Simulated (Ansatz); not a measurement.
The starting structures come from a database of crystals and need not be the phases stable at ambient conditions.

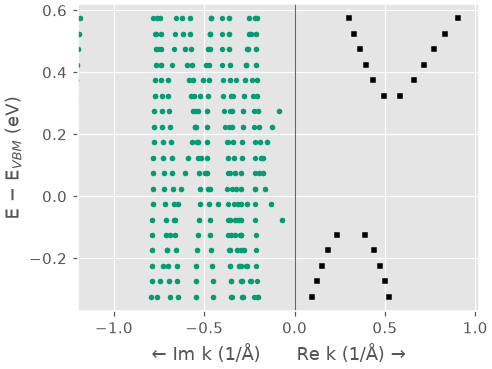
*Complex bands at the centre of the two-dimensional zone; r2SCAN run with Ansatz (a program for electronic structure)*

No gap correction and no spin-orbit coupling; mid-gap is the computed energy nearest the middle.

**Question.** This is SiRu (P2_13, 8 atoms a cell, 13.0 Å³ an atom) along the normal of (111). Read off the slowest decay at the centre of the two-dimensional zone at 0.12 eV, the computed energy nearest the middle of the gap.

**Answer.** κ ≈ 0.17 1/Å, a decay length 1/(2κ) of the density of 2.9 Å.
